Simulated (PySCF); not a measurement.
Molecule: SMILES [CH]1CCCO1, doublet. Atoms near the plane z = 0.0 Å, at the CAM-B3LYP/def2-SVP optimised geometry (x, y, z in Å): C1 (1.0, -0.1, 0.0), C2 (0.1, -1.2, 0.6), C4 (-1.0, 1.0, 0.3), O5 (0.4, 1.1, 0.0), H6 (2.1, -0.1, 0.0), H8 (-0.3, -1.9, -0.1), H11 (-1.6, 0.8, -0.6), H12 (-1.3, 1.9, 0.8).

Method: PySCF with unrestricted CAM-B3LYP/def2-TZVP. Cells within 0.4 Å of a nucleus heavier than hydrogen are left out (blank, or x). The values are rescaled to run from 0 to 1.

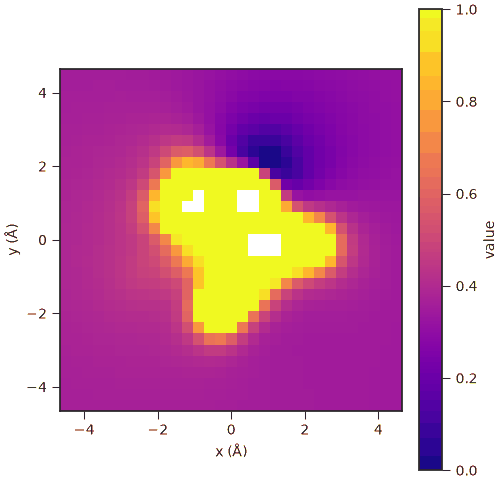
Figure. a field on the plane z = 0.0 Å.

Q: Which quantity is mapped?
(A) spin density
(B) log10 of the electron density
(C) deformation density (molecule minus spherical neutral atoms)
(D) electrostatic potential

A: D, electrostatic potential. In full: electrostatic potential (hartree/e), clipped to [-0.08, 0.12].
